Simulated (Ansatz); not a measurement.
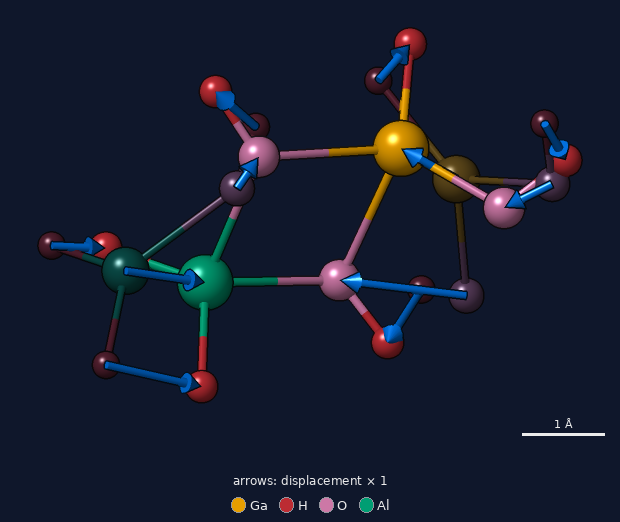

A relaxation of GaAlH₆O₃. The starting structure is drawn faded, the final one solid; blue arrows show the displacements, at their true length. The two geometries are superimposed by the best rigid fit.

A ball-and-stick model, seen from a free direction.

The run prepares an end point of a later path (reaction) calculation, from a guessed geometry.

These are results of RKS PBE-D4/def2-SVP (Ansatz), not measurements. (no spin polarisation; force threshold 0.03 eV/Å; at most 50 steps)

Q: What did the optimiser do to the structure, and how much energy did it gain?

A: The largest move after the best rigid fit is that of an O atom, 1.65 Å. By element the largest moves are O 1.65 Å, H 1.57 Å, Al 1.18 Å, Ga 0.82 Å. Among the contacts that change: Al–O 4.679 → 1.886 Å, Al–Ga 4.343 → 2.929 Å, Ga–O 2.981 → 1.982 Å, Ga–O 1.797 → 1.972 Å. New bonds form, among them: Al–O (4.68 → 1.89 Å), Ga–O (2.98 → 1.98 Å). Among the angles between lasting bonds that change: O–Ga–O 112.0° → 100.3°, O–Al–H 118.2° → 108.2°, H–Ga–O 123.6° → 118.3°. The energy falls by 2.259 eV in 20 accepted moves (23 points after the start). The largest force component goes from 0.7 to 0.0099 eV/Å. The line search rejected the trial steps at points 11, 19, 21 of the run. The run took 38 s on 4 threads of Arm Neoverse V2, on a shared host, peak memory 0.18 GiB.
